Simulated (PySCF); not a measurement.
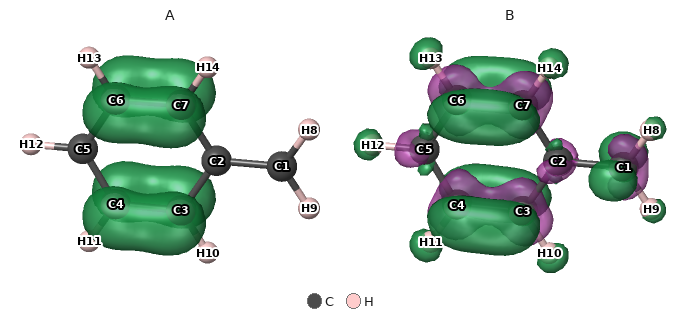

Figure. C₇H₇, charge +1, SMILES `[CH2+]c1ccccc1`. The Fukui function f⁻ from two separate SCF calculations and the density of the HOMO, at ±0.03 e/Å³ (green positive, purple negative).

PySCF calculation, ωB97X/6-31+G*, gas phase; geometry: GFN2-xTB. No frequency check shows the geometry to be a minimum.

Q: Which panel is which, and how good is the frozen-orbital picture?

A: B is f⁻ (it has negative regions), A the HOMO density. The HOMO lies on C3 and C7 (22 % each) and C4 and C6 (21 % each); f⁻ (Hirshfeld-condensed) is largest on C4 and C6 (0.14 each), C3 and C7 (0.13 each) and C1 (0.09); the vertical ionisation energy is 14.76 eV (the stability of the dication's solution wasn't checked). Relaxation shifts 33 % of the electron between atoms. The orbital energy is −15.05 eV.

Run time: 2.6 min on 1 thread of Arm Neoverse V1 (shared host), peak memory 0.77 GiB.
